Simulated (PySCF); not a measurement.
# ClH6Si3 (SMILES [SiH3][Si]([SiH3])Cl) (doublet): what the fields show

```yaml
atoms:
  - { symbol: Si, position_ang: [-0.7578, -0.0235, -0.6950] }
  - { symbol: Si, position_ang: [1.2468, -1.1737, -1.0568] }
  - { symbol: Si, position_ang: [-0.8028, 1.4665, 1.1094] }
  - { symbol: Cl, position_ang: [-2.2727, -1.4381, -0.4159] }
  - { symbol: H, position_ang: [1.5337, -2.1064, 0.0775] }
  - { symbol: H, position_ang: [1.1561, -1.9578, -2.3242] }
  - { symbol: H, position_ang: [2.3530, -0.1735, -1.1661] }
  - { symbol: H, position_ang: [-2.0879, 2.2261, 1.1064] }
  - { symbol: H, position_ang: [0.3398, 2.4195, 0.9585] }
  - { symbol: H, position_ang: [-0.6666, 0.7353, 2.4077] }
```

Geometry: PBE0-D3(BJ)/def2-SVP.

These are results of PySCF, UKS B3LYP, IGLO-III on Cl Si, pcH-1 on H, non-relativistic, mean-field spin-orbit, GIAO, not measurements.

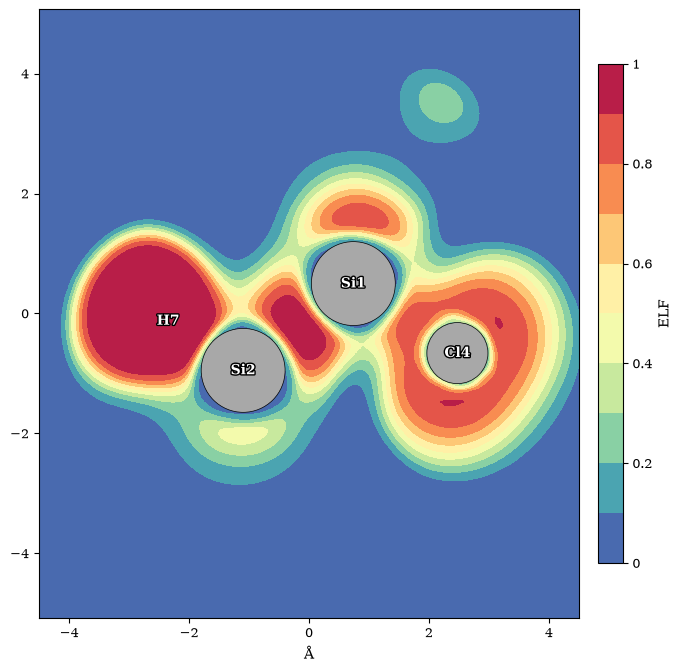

Figure 1. ELF on the plane of atoms Si1, Si2 and H7. Grey discs cover the atomic cores.

What do the fields say about this system?

Answer.
- Atoms in the plane: Si, Cl and H.
- Si–Cl (2.09 Å): the ELF peaks at about 0.85 between the atoms; a shared but strongly polarised pair.
- Si–Si (2.34 Å): the ELF peaks at about 1 between the atoms: a shared electron pair.
- Si–H (1.50 Å): the ELF climbs to about 1 towards the hydrogen, as it does in any bond to H.
- The ELF also peaks beside Cl4, away from the bonds: non-bonding electrons, paired or unpaired.

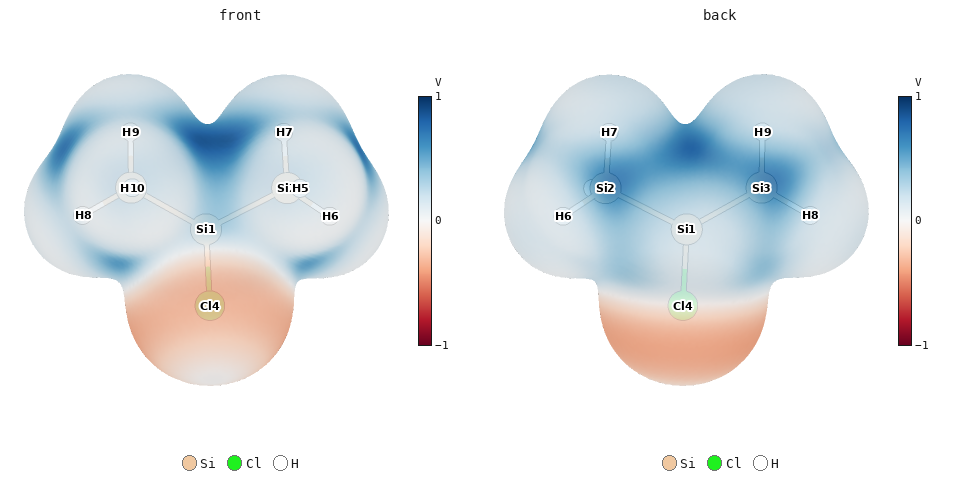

Figure 2. The electrostatic potential painted on the density surface at 0.001 e/bohr³, seen from the front and from behind; the colour scale runs from red (negative) to blue (positive).

Which sites attract a positive test charge, and which a negative one?

Answer. A positive charge is drawn to the negative regions and a negative charge to the positive ones. The most negative region (about −0.4 V) lies over Cl4, the most positive (about +0.8 V) over Si2 and Si3.
